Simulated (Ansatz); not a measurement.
## Convergence of a linear-scaling basis for Ge(110) slab, H on the bottom face, stepped (75 atoms)

Wanted: errors and times of a linear-scaling basis for Ge(110) slab, H on the bottom face, stepped (75 atoms). A setting counts as converged where the r.m.s. difference of forces stays under 1 % of the r.m.s. force.

Method: Kohn-Sham DFT, PBE, PAW (set soft_2), plane waves, in Ansatz 0.2.0.

**1. Starting point**

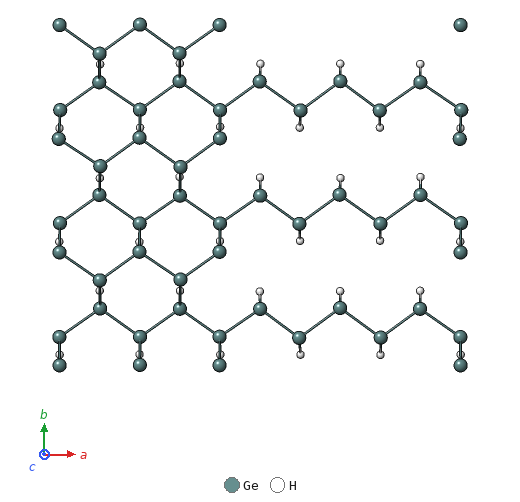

The cell as given, from above (germanium teal, hydrogen white). Bonds to atoms that aren't drawn are left out. Some periodic images of atoms are drawn too.

The cell holds 75 atoms: 45 Ge and 30 H. Cell: a = 20.004 Å, b = 16.974 Å, c = 13.250 Å, α = 90.0°, β = 90.0°, γ = 90.0°. It derives from Ge (diamond-structure). Diamond-structure Ge (a = 5.658 Å), (110) slab of 2 atomic planes, 5 x 3 surface cells, H on the broken bonds of the bottom face, 10 Å of vacuum; the top repeat layer removed from part of the cell (two steps); displaced by a Gaussian of 0.02 Å. Regions: slab, 45 atoms (45 Ge); hydrogen, 30 atoms (30 H). Vacuum lies along c.

What the set-up can't give: Beside vacuum, support functions can miss their usual error bounds without a warning. The main run has no spin polarisation, so any moments at edges, vacancies or dangling bonds can't form in it. Sampling is at Γ alone, for a cell whose shortest periodic width is 17 Å.

**2. Plane-wave single point**

The first run fixes the reference, at a cutoff of 420 eV.

Contents of input.yaml:

```yaml
crystal:
  lattice:
    - [20.00405, 0.0, 0.0]
    - [0.0, 16.974, 0.0]
    - [0.0, 0.0, 13.24964]
  atoms:
    - { symbol: Ge, position: [0.8989, 0.16697, 0.46977] }
    - { symbol: Ge, position: [0.99955, 0.08401, 0.4728] }
    - { symbol: Ge, position: [0.00016, 0.00081, 0.6254] }
    - { symbol: Ge, position: [0.10122, 0.16791, 0.47371] }
    - { symbol: Ge, position: [0.20073, 0.08437, 0.47342] }
    - { symbol: Ge, position: [0.20034, 0.00202, 0.62361] }
    - { symbol: Ge, position: [0.1003, 0.2507, 0.62118] }
    - { symbol: Ge, position: [0.89997, 0.50151, 0.47147] }
    - { symbol: Ge, position: [0.00107, 0.41862, 0.47121] }
    - { symbol: Ge, position: [0.99999, 0.33265, 0.62237] }
    - { symbol: Ge, position: [0.30002, 0.16706, 0.47066] }
    - { symbol: Ge, position: [0.39909, 0.08491, 0.47188] }
    - { symbol: Ge, position: [0.39911, 0.00107, 0.62171] }
    - { symbol: Ge, position: [0.30152, 0.25295, 0.62559] }
    - { symbol: Ge, position: [0.09919, 0.50156, 0.47149] }
    - { symbol: Ge, position: [0.19989, 0.41786, 0.47304] }
    - { symbol: Ge, position: [0.19915, 0.33455, 0.62242] }
    - { symbol: Ge, position: [0.10156, 0.5862, 0.62128] }
    - { symbol: Ge, position: [0.8997, 0.83266, 0.46902] }
    - { symbol: Ge, position: [0.00168, 0.75103, 0.47226] }
    - { symbol: Ge, position: [0.99801, 0.66639, 0.62465] }
    - { symbol: Ge, position: [0.50034, 0.16672, 0.46913] }
    - { symbol: Ge, position: [0.59761, 0.0816, 0.47284] }
    - { symbol: Ge, position: [0.30024, 0.49934, 0.46991] }
    - { symbol: Ge, position: [0.40018, 0.41773, 0.47237] }
    - { symbol: Ge, position: [0.39912, 0.33443, 0.62347] }
    - { symbol: Ge, position: [0.30176, 0.58375, 0.62163] }
    - { symbol: Ge, position: [0.09895, 0.83251, 0.47263] }
    - { symbol: Ge, position: [0.20026, 0.75204, 0.47297] }
    - { symbol: Ge, position: [0.19938, 0.66972, 0.62158] }
    - { symbol: Ge, position: [0.10002, 0.91672, 0.62148] }
    - { symbol: Ge, position: [0.69955, 0.16939, 0.47068] }
    - { symbol: Ge, position: [0.80089, 0.08233, 0.46954] }
    - { symbol: Ge, position: [0.50039, 0.49946, 0.47115] }
    - { symbol: Ge, position: [0.59797, 0.41666, 0.47149] }
    - { symbol: Ge, position: [0.2993, 0.83583, 0.47226] }
    - { symbol: Ge, position: [0.40036, 0.75082, 0.47453] }
    - { symbol: Ge, position: [0.39977, 0.66814, 0.62419] }
    - { symbol: Ge, position: [0.29931, 0.9181, 0.62308] }
    - { symbol: Ge, position: [0.6982, 0.5022, 0.47307] }
    - { symbol: Ge, position: [0.80013, 0.41709, 0.47013] }
    - { symbol: Ge, position: [0.49915, 0.83481, 0.47129] }
    - { symbol: Ge, position: [0.60104, 0.74988, 0.47265] }
    - { symbol: Ge, position: [0.70012, 0.83585, 0.47398] }
    - { symbol: Ge, position: [0.7985, 0.74977, 0.47115] }
    - { symbol: H, position: [0.89916, 0.21978, 0.37789] }
    - { symbol: H, position: [0.00019, 0.03225, 0.37895] }
    - { symbol: H, position: [0.10012, 0.21986, 0.37555] }
    - { symbol: H, position: [0.19946, 0.03299, 0.3785] }
    - { symbol: H, position: [0.89999, 0.5541, 0.37678] }
    - { symbol: H, position: [0.99926, 0.36433, 0.37922] }
    - { symbol: H, position: [0.30045, 0.21979, 0.3776] }
    - { symbol: H, position: [0.40097, 0.03226, 0.37713] }
    - { symbol: H, position: [0.10053, 0.55084, 0.37849] }
    - { symbol: H, position: [0.19906, 0.36364, 0.37751] }
    - { symbol: H, position: [0.89945, 0.88632, 0.37774] }
    - { symbol: H, position: [0.99991, 0.69748, 0.37666] }
    - { symbol: H, position: [0.49955, 0.21786, 0.37993] }
    - { symbol: H, position: [0.60094, 0.03227, 0.37958] }
    - { symbol: H, position: [0.29932, 0.55442, 0.37793] }
    - { symbol: H, position: [0.40002, 0.36592, 0.37527] }
    - { symbol: H, position: [0.10121, 0.88547, 0.37898] }
    - { symbol: H, position: [0.20082, 0.69938, 0.37845] }
    - { symbol: H, position: [0.69959, 0.21879, 0.37599] }
    - { symbol: H, position: [0.80027, 0.03165, 0.37839] }
    - { symbol: H, position: [0.49993, 0.55266, 0.37562] }
    - { symbol: H, position: [0.59974, 0.36661, 0.37764] }
    - { symbol: H, position: [0.30007, 0.88797, 0.37604] }
    - { symbol: H, position: [0.40039, 0.70194, 0.3772] }
    - { symbol: H, position: [0.70063, 0.55113, 0.37741] }
    - { symbol: H, position: [0.79924, 0.36719, 0.37503] }
    - { symbol: H, position: [0.50092, 0.88683, 0.37581] }
    - { symbol: H, position: [0.59898, 0.69941, 0.37751] }
    - { symbol: H, position: [0.70002, 0.88689, 0.37672] }
    - { symbol: H, position: [0.79885, 0.69953, 0.37418] }
kpoints:
  mp_grid: { grid: [1, 1, 1] }
hamiltonian:
  xc: pbe
scf:
  occupations: { method: fermi_dirac, width: 0.025 }
output:
  forces: true
  populations: true
  dos:
    method: { smearing: { sigma: 0.08 } }
    de: 0.1
    projected:
      site_lists:
        Ge: [Ge]
        H: [H]
        slab: [0, 1, 2, 3, 4, 5, 6, 7, 8, 9, 10, 11, 12, 13, 14, 15, 16, 17, 18, 19, 20, 21, 22, 23, 24, 25, 26, 27, 28, 29, 30, 31, 32, 33, 34, 35, 36, 37, 38, 39, 40, 41, 42, 43, 44]
        hydrogen: [45, 46, 47, 48, 49, 50, 51, 52, 53, 54, 55, 56, 57, 58, 59, 60, 61, 62, 63, 64, 65, 66, 67, 68, 69, 70, 71, 72, 73, 74]
  eigenvalues: true
  write_density: true
  write_potential: true
  volumetric_format: npy
```

Started as:

```sh
$ ansatz run input.yaml --threads 4 --pin off --max-ram 8192MiB --backend cpu --events-out ev --progress --plain --runs-dir out
```

Numbers of over 12 decimals in the logs are rounded to 6 here.

Log:

```text
Engine: ansatz 0.2.0, aarch64-unknown-linux-gnu
Pseudopotentials: kind: paw
Pseudopotential: Ge, paw, valence charge 14, recommended cutoff 420 eV (normal), Ge.paw.azcp
Pseudopotential: H, paw, valence charge 1, recommended cutoff 420 eV (normal), H.paw.azcp
[... 5 lines on functional and potentials left out ...]
Crystal: 75 atoms, lattice volume = 4498.899 Å³
Basis set: ecut = 420 eV, 87935 PW (Γ), exchange–correlation on 270×240×180 points (8 copies of the dense FFT grid, shifted against one another)
Bands: 405, of which v1, the nominal top of the filled ones, is band 330 counted from 1 (329 counted from 0)
Symmetry: 1 space group operations
Space group: P1 (ITA 1), of the structure as read, at distance tolerance 1.7e-4 Å
k-points: 1
[... 5 lines on functional and potentials left out ...]
Initial density: superposition of atomic densities (neutral atoms: chi_scale 0, normalization atom), corrected by the library's trained network
Initial wavefunctions: pseudopotential atomic-orbital guess
Functional: x = pbe(κ = 0.804, μ = 0.219515), c = pbe(β = 0.066725)
SCF iter   1: F=—  HF=-193702.518386 eV  |F-HF|=—  |Δ(HF+E_count)|=         —  Δρ=4.49e-3  dr2=6.80e0  ethr=1.77e-3  ⟨swp⟩=6.0  Hψ=1487  notcnv=0  defer=32
preconditioner: auto → LDOS  [metal: Δε(μ)=0.012 eV  Ē_g=7.917 eV  σ=0.025 eV  W_gap=0.12  n_scr=602 (ndim 8)  ℏωp=8.0 eV  f_vac=0.619  D(μ)=87.64/eV (n_scr^D=498)  β→1.0]
SCF iter   2: F=—  HF=-193702.303922 eV  |F-HF|=—  |Δ(HF+E_count)|=   2.14e-1  Δρ=3.26e-3  dr2=1.11e0  ethr=1.03e-3  ⟨swp⟩=2.0  Hψ=477  notcnv=0  defer=57
SCF iter   3: F=—  HF=-193702.236914 eV  |F-HF|=—  |Δ(HF+E_count)|=   6.70e-2  Δρ=1.21e-3  dr2=1.76e-1  ethr=1.68e-4  ⟨swp⟩=3.0  Hψ=453  notcnv=0  defer=57
SCF iter   4: F=—  HF=-193702.226333 eV  |F-HF|=—  |Δ(HF+E_count)|=   1.06e-2  Δρ=5.11e-4  dr2=4.23e-2  ethr=2.67e-5  ⟨swp⟩=2.0  Hψ=448  notcnv=0  defer=57
SCF iter   5: F=—  HF=-193702.227194 eV  |F-HF|=—  |Δ(HF+E_count)|=   8.61e-4  Δρ=3.13e-4  dr2=9.35e-3  ethr=6.41e-6  ⟨swp⟩=2.0  Hψ=657  notcnv=0  defer=57
SCF iter   6: F=—  HF=-193702.225677 eV  |F-HF|=—  |Δ(HF+E_count)|=   1.52e-3  Δρ=1.07e-4  dr2=1.78e-3  ethr=1.42e-6  ⟨swp⟩=2.0  Hψ=649  notcnv=0  defer=57
SCF iter   7: F=—  HF=-193702.225694 eV  |F-HF|=—  |Δ(HF+E_count)|=   1.66e-5  Δρ=4.92e-5  dr2=3.95e-4  ethr=2.70e-7  ⟨swp⟩=2.0  Hψ=386  notcnv=0  defer=57
SCF iter   8: F=—  HF=-193702.225680 eV  |F-HF|=—  |Δ(HF+E_count)|=   1.38e-5  Δρ=2.18e-5  dr2=1.10e-4  ethr=5.98e-8  ⟨swp⟩=2.0  Hψ=410  notcnv=0  defer=57
SCF iter   9: F=—  HF=-193702.225678 eV  |F-HF|=—  |Δ(HF+E_count)|=   2.65e-6  Δρ=1.18e-5  dr2=3.77e-5  ethr=1.67e-8  ⟨swp⟩=2.0  Hψ=651  notcnv=0  defer=57
SCF iter  10: F=—  HF=-193702.226124 eV  |F-HF|=—  |Δ(HF+E_count)|=   4.46e-4  Δρ=5.89e-6  dr2=5.81e-6  ethr=5.71e-9  ⟨swp⟩=2.0  Hψ=676  notcnv=0  defer=57
SCF iter  11: F=—  HF=-193702.226124 eV  |F-HF|=—  |Δ(HF+E_count)|=   1.60e-7  Δρ=2.58e-6  dr2=1.31e-6  ethr=8.80e-10  ⟨swp⟩=3.0  Hψ=680  notcnv=0  defer=57
SCF iter  12: F=—  HF=-193702.226124 eV  |F-HF|=—  |Δ(HF+E_count)|=   1.58e-7  Δρ=1.16e-6  dr2=1.92e-7  ethr=1.99e-10  ⟨swp⟩=2.0  Hψ=383  notcnv=0  defer=57
SCF iter  13: F=-193702.226124 eV  HF=-193702.226124 eV  |F-HF|=1.52e-8  |Δ(HF+E_count)|=   3.04e-8  Δρ=5.35e-7  dr2=3.94e-8  ethr=1.52e-11  ⟨swp⟩=19.0  Hψ=3229  notcnv=0
SCF 1 converged in 13 iterations: F = -193702.226124 eV  dr2 = 3.94e-8
  greatest PAW one-centre occupation: 0.998 electrons in one spin orbital (limit 2), on the Ge atom at site 20 (counted from 0), in its partial waves of l = 2
WARN: The output density's exchange-correlation potential varies sharply where the density is thin. Do not read a vacuum level from v_tot or v_xc, or from such a field of the output density. On a cell that repeats whose density bears no net charge and no dipole along the vacuum's axis use v_es (v_loc + v_h of the components); [...]
SCF converged after 13 iterations
Free energy (F): -193702.226124 eV
Harris-Foulkes:  -193702.226124 eV  (|F-HF|=1.52e-8)
Internal energy: -193702.061271 eV  (E = F + TS)
E sigma→0 (E₀):  -193702.143697 eV
Entropy (-TS):   -0.164853 eV (-2.198 meV/atom)
Fermi energy:    -1.874056 eV
--- Per-component energies (eV) ---
  E_band       = -13050.802717
  E_kinetic    = 5359.104900
  E_local      = -283490.437131  (includes V_loc(G=0)·N_el)
  E_nonlocal   = 18844.404817
  E_hartree    = 131723.116798
  E_xc         = -3618.951143
  E_vxc        = -3181.721273  (∫ρ·V_xc dr)
  E_paw        = -90869.443235  (= ΣΔE_a)
  E_vpaw       = -14028.341012  (= ΣTr[D̂ρ^β])
  E_aug_tail   = -0.023511  (compensation charges beyond the density's cutoff)
  E_ewald      = 28350.167234
  E_smearing   = -0.164853  (= −TS)
  E_closure    = 0.000000  (closes the sum)
  Σ components = -193702.226124   (vs F -193702.226124, Δ=0.00e0)
--- Forces (eV/Å), atoms counted from 1 ---
  atom   1  Ge     0.49749314    -0.00634183     1.07131334
  atom   2  Ge     0.28532019     0.13096921     0.32806025
  atom   3  Ge    -0.65594383    -0.25931036     0.52031459
  atom   4  Ge    -0.12306850    -0.30729484    -0.47319197
  atom   5  Ge    -0.08239052     0.12898891     0.01273424
  atom   6  Ge    -0.15681101    -0.01183245     0.44954672
  atom   7  Ge    -0.03229496     0.34391669    -0.01691402
  atom   8  Ge     0.43191277     0.28481238     0.83275245
  atom   9  Ge    -0.14545145    -0.14102747     0.33578636
  atom  10  Ge    -0.76420856    -0.26722247     0.41190676
  atom  11  Ge    -0.15029417    -0.00280593     0.65588881
  atom  12  Ge     0.10518593    -0.11622062    -0.02179642
  atom  13  Ge     0.73872030    -0.33662129     0.57465204
  atom  14  Ge    -0.36820253    -0.20954618    -0.58164397
[...]
atom  74  H     -0.00011961     0.07496498    -0.55733248
  atom  75  H      0.03669240    -0.24029356    -0.48850996
  max |Σ_I F_I| component: 8.12e-5 eV/Å
--- Band table (eV) ---
  k-point 0: bands = ["-26.2508", "-26.2362", "-26.2339", "-26.2264", [... 389 levels ...], "2.9996", "3.0896", "3.0928", "3.1018", "3.1608", "3.1700", "3.1837", "3.2118", "3.2209", "3.2408", "3.2519", "3.2943"]
--- Löwdin populations: 75 sites ---
  site symbol       q [e]
     0     Ge     13.9482
     1     Ge     13.9029
     2     Ge     13.9655
[...]
74      H      1.0213
  spilling = 0.003718 (of n_electrons = 660.000000)
```

Wall time 85 s (4 threads of Arm Neoverse V1, shared host); peak memory 4.8 GiB.

The column dr2 measures how far the density is from self-consistency, as an energy; F and HF (Harris–Foulkes) agree once it is small.

The program notes that the exchange-correlation potential is rough where the density is thin.

Read from the output:

* free energy: -193702.2261 eV
* free energy per atom: -2582.6963 eV/atom
* SCF cycles: 13
* r.m.s. force component: 0.4801 eV/Å
* longest force: 1.814 eV/Å
* Fermi energy: -1.874 eV
* levels partly filled by over 2 per cent: 8
* spilling of the projection: 0.003718

The r.m.s. force component of 0.48 eV/Å sets the scale for the differences below.

**3. Support functions medium**

The cell is solved in localised support functions.

This step: Kohn-Sham DFT, PBE, PAW (set soft_2), localised support functions (medium) (Ansatz 0.2.0).

input.yaml, the sections that differ from step 2:

```yaml
scf:
  occupations: { method: fermi_dirac, width: 0.025 }
  eigensolver: { kind: { support_functions: { accuracy: medium } } }
  mixing: { beta: 0.4 }
  max_iter: 150
output:
  forces: true
  eigenvalues: true
# crystal, kpoints, hamiltonian: as in step 2
```

Log:

```text
Warning: scf.eigensolver.kind.support_functions: disabling space-group detection — the functions' gradient is summed over unrotated k-points, so no spatial operation reduces the k-mesh or symmetrises the density; time reversal is kept, so that k and −k are solved as one point where they differ and the mesh holds both, and exact exchange and, on two spinor components, a DFT+U term hold to it where the run has them: [...]
settings of this run that can trade accuracy for cost: scf.eigensolver.kind.support_functions [...]
[...]
Crystal: 75 atoms, lattice volume = 4498.899 Å³
Basis set: ecut = 420 eV, 87935 PW (Γ), exchange–correlation on 270×240×180 points (8 copies of the dense FFT grid, shifted against one another)
Bands: 396, of which v1, the nominal top of the filled ones, is band 330 counted from 1 (329 counted from 0)
Symmetry: 1 space group operations
k-points: 1
[...]
SCF iter   1: F=—  HF=-193670.162502 eV  |F-HF|=—  |Δ(HF+E_count)|=         —  Δρ=2.85e-2  dr2=4.78e1  ethr=1.00e-1
[...]
SCF iter  15: F=—  HF=-193702.354944 eV  |F-HF|=—  |Δ(HF+E_count)|=   3.11e-4  Δρ=6.22e-6  dr2=1.50e-6  ethr=1.53e-9  κ⁻¹=2.1e-5(r=7)
SCF iter  16: F=-193702.355055 eV  HF=-193702.355035 eV  |F-HF|=2.04e-5  |Δ(HF+E_count)|=   9.04e-5  Δρ=2.35e-6  dr2=3.48e-7  ethr=2.28e-10
SCF 1 converged in 16 iterations: F = -193702.356030 eV  dr2 = 3.48e-7
[...]
SCF converged after 16 iterations
Stability not checked: this state was not tested for a lower state beside it, because the mixer in use, unlike msr1, does not test its closes by its own steps (another_mixer; see scf.mixing.algorithm and scf.lower_state_search)
Free energy (F): -193702.356030 eV
[...]
Internal energy: -193702.191208 eV  (E = F + TS)
E sigma→0 (E₀):  -193702.273619 eV
Entropy (-TS):   -0.164822 eV (-2.198 meV/atom)
Fermi energy:    -1.874151 eV
[...]
Σ components = -193702.356030   (vs F -193702.356030, Δ=0.00e0)
--- Forces (eV/Å), atoms counted from 1 ---
  atom   1  Ge     0.49743000    -0.00435854     1.06867016
  atom   2  Ge     0.28529018     0.12920578     0.32557026
  atom   3  Ge    -0.65591648    -0.25929122     0.52020503
  atom   4  Ge    -0.12303704    -0.30616685    -0.47492522
[...]
atom  75  H      0.03663234    -0.23865635    -0.48633080
  max |Σ_I F_I| component: 1.56e-3 eV/Å
--- Band table (eV) ---
[...]
```

Run time: 3.3 min. Hardware: 4 threads; peak memory 5.4 GiB.

The program notes that the band table was not solved further than the SCF left it and it switched symmetry off. Further notices: vacuum switching off with vacuum.

Keys that differ from the reference: support_functions.accuracy = "medium", scf.max_iter = 150 and scf.mixing.beta = 0.4.

Forces differ from the reference by 1.6 meV/Å r.m.s., 0.33 % of their size, within a tolerance of 1 %; the energy by -1.7 meV/atom. It took 3.3 min and 16 cycles; the reference's time can't be set against it, since the two runs asked for unlike analyses. The two runs also began from different starting densities, which bears on cycles and time.

**4. Support functions low**

With localised support functions most steps grow linearly with size, though the diagonalisation grows faster unless the density matrix is cut; this run measures error and cost at this size.

This step: Kohn-Sham DFT, PBE, PAW (set soft_2), localised support functions (low) (Ansatz 0.2.0).

input.yaml, the sections that differ from step 3:

```yaml
scf:
  occupations: { method: fermi_dirac, width: 0.025 }
  eigensolver: { kind: { support_functions: { accuracy: low } } }
  mixing: { beta: 0.4 }
  max_iter: 150
# crystal, kpoints, hamiltonian, output: as in step 3
```

Log:

```text
[...]
Crystal: 75 atoms, lattice volume = 4498.899 Å³
Basis set: ecut = 420 eV, 87935 PW (Γ), exchange–correlation on 270×240×180 points (8 copies of the dense FFT grid, shifted against one another)
Bands: 396, of which v1, the nominal top of the filled ones, is band 330 counted from 1 (329 counted from 0)
Symmetry: 1 space group operations
k-points: 1
[...]
SCF iter   1: F=—  HF=-193670.746936 eV  |F-HF|=—  |Δ(HF+E_count)|=         —  Δρ=2.84e-2  dr2=4.74e1  ethr=1.00e-1
[...]
SCF iter  13: F=—  HF=-193702.353794 eV  |F-HF|=—  |Δ(HF+E_count)|=   1.08e-3  Δρ=1.91e-5  dr2=3.19e-5  ethr=1.53e-8  κ⁻¹=5.9e-5(r=7)
SCF iter  14: F=-193702.354808 eV  HF=-193702.354536 eV  |F-HF|=2.72e-4  |Δ(HF+E_count)|=   7.42e-4  Δρ=1.49e-5  dr2=9.92e-6  ethr=4.84e-9
SCF 1 converged in 14 iterations: F = -193702.356016 eV  dr2 = 9.92e-6
[...]
SCF converged after 14 iterations
[...]
Free energy (F): -193702.356016 eV
[...]
Internal energy: -193702.191199 eV  (E = F + TS)
E sigma→0 (E₀):  -193702.273608 eV
Entropy (-TS):   -0.164816 eV (-2.198 meV/atom)
Fermi energy:    -1.874259 eV
[...]
Σ components = -193702.356016   (vs F -193702.356016, Δ=0.00e0)
--- Forces (eV/Å), atoms counted from 1 ---
  atom   1  Ge     0.49735006    -0.00433378     1.06867011
  atom   2  Ge     0.28526082     0.12927656     0.32550228
  atom   3  Ge    -0.65598608    -0.25933703     0.52023742
  atom   4  Ge    -0.12300089    -0.30623572    -0.47499427
[...]
atom  75  H      0.03664653    -0.23854527    -0.48628117
  max |Σ_I F_I| component: 9.44e-4 eV/Å
--- Band table (eV) ---
[...]
```

The job ended after 2.8 min (4 threads; peak memory 5.3 GiB).

Keys that differ from the reference: support_functions.accuracy = "low", scf.max_iter = 150 and scf.mixing.beta = 0.4.

Forces differ from the reference by 1.6 meV/Å r.m.s., 0.34 % of their size, within a tolerance of 1 %; the energy by -1.7 meV/atom. It took 2.8 min and 14 cycles; the reference's time can't be set against it, since the two runs asked for unlike analyses. The two runs also began from different starting densities, which bears on cycles and time.

(Part 1 of 3 ends here.)

[Logs are printed without paths, hosts, clocks, repeated set-up lines and the standing remarks that a program may print on its own settings, such as how far it seeks lower states.]

[Hosts, paths, dates, database ids (printed as entryN), source tags and the programs' standing remarks are cut or masked in the printed files.]
